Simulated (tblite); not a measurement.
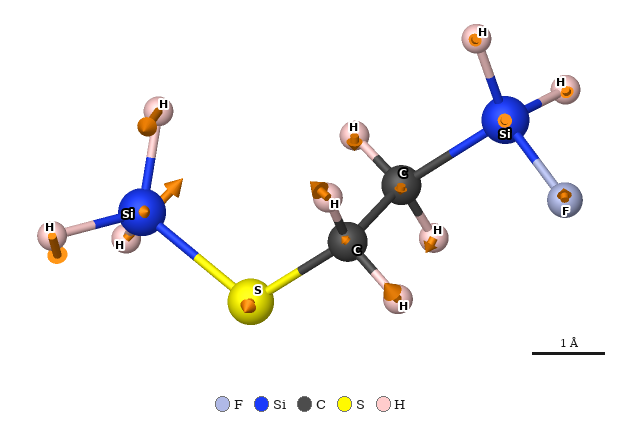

A relaxation of C$_{2}$H$_{9}$FSSi$_{2}$. The starting structure is drawn; orange arrows show the displacements, at their true length. The two geometries are superimposed by the best rigid fit.

Style: ball-and-stick. Shown from a free direction.

All numbers below come from GFN2-xTB geometry optimisation, gas phase in tblite 0.8.0. 

Question: What happened in the run?

Answer: Over 131 geometry steps the energy falls by 48.7 kJ/mol. An H atom moves most after the best rigid fit: 1.20 Å. Largest moves by element: H 1.20 Å, S 0.27 Å, F 0.22 Å, Si 0.20 Å, C 0.16 Å. Some distances before and after: F–Si 1.690 → 1.610 Å, C–S 1.782 → 1.835 Å, C–H 1.141 → 1.089 Å, H–Si 1.498 → 1.450 Å. Among the angles between lasting bonds that change: C–S–Si 115.2° → 101.9°, S–Si–H 115.7° → 107.0°, S–C–H 114.7° → 107.5°. Groups turn about S–Si by about 45°. Cost: 0.9 s on 1 thread of Arm Neoverse V1, with other jobs on the host.
